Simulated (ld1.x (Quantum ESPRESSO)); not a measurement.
```yaml
element: tin
generator: ld1.x (Quantum ESPRESSO) 7.5
type: norm-conserving Troullier–Martins (Kleinman–Bylander form)
functional: PBEsol
relativity: scalar-relativistic
frozen_core: [Kr]
valence_charge: 14
reference_configuration: 4d10 5s1.5 5p2.5
partial_waves: 5p (bound): rc 3.56 bohr; 4d (bound): rc 1.45 bohr; 5s (bound): rc 2.05 bohr
local_potential: the s channel
core_correction: none
```

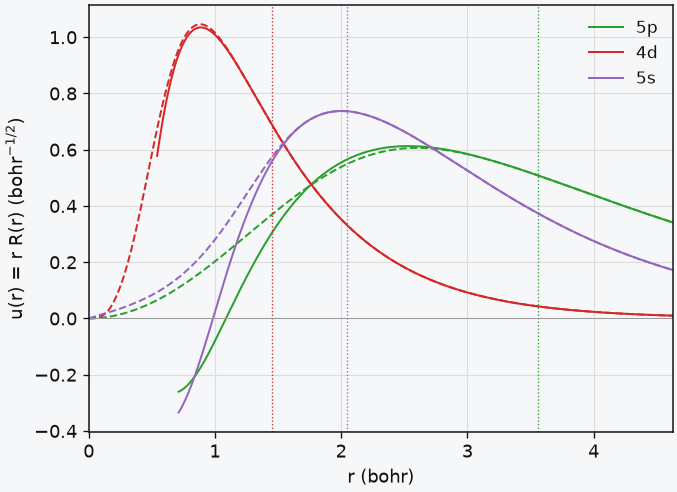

Pseudo-waves (dashed) against the all-electron radial functions (solid). Dotted lines mark the matching radii. The all-electron curves start outside the innermost oscillations, which aren't drawn.

Pseudo-waves: 5p has no node; 4d has no node; 5s has no node.

- Cutoffs needed: 90 Ry and 140 Ry (the cutoffs, on a coarse ladder, from which the occupation-weighted sum of valence levels, in a spherical-Bessel basis at the reference potential, stays within 10 and 1 mRy of its value at 400 Ry)
- Ghost test: no ghost state below the valence levels in the p, d, s, f channels (spherical-Bessel basis up to 400 Ry, 20 bohr box)
- Largest excitation error: -260 meV (all-electron minus pseudo) for 4d9 5s2 5p3, out of 7 test configurations
